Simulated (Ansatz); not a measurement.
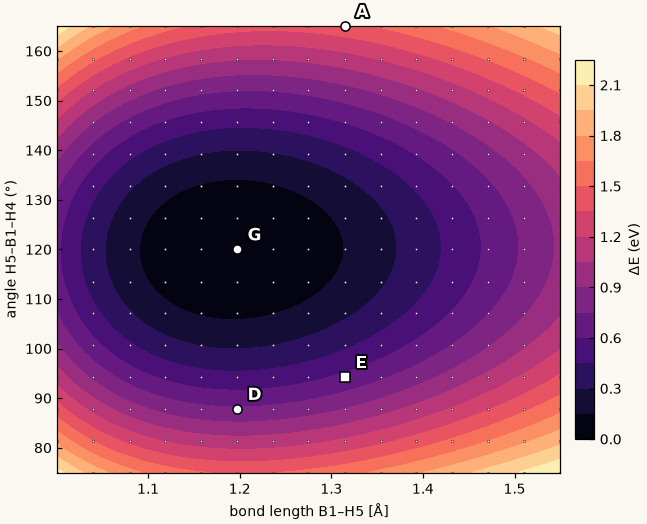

CH₂BSi, SMILES BC#[Si], spin multiplicity 2. Coordinates scanned: (1) bond length B1–H5; (2) angle H5–B1–H4. Nothing is relaxed (all other coordinates rigid). The scan uses a 15 × 15 grid. Points are written as (first, second). Energies are in eV, from the relaxed molecule at the same level. Computed with Ansatz 0.2.0, UHF/def2-TZVP.

Drawn: filled contours, dots at the grid points, lettered points. Between grid points the surface is interpolated.

Is G the lowest point of the computed grid?

Answer. Yes. G, at (1.197 Å, 120.0°), has the lowest energy of the grid.

Rank the lettered points by energy, lowest first.

Answer. G (0.0003 eV), E (0.64 eV), D (0.77 eV), A (1.45 eV).
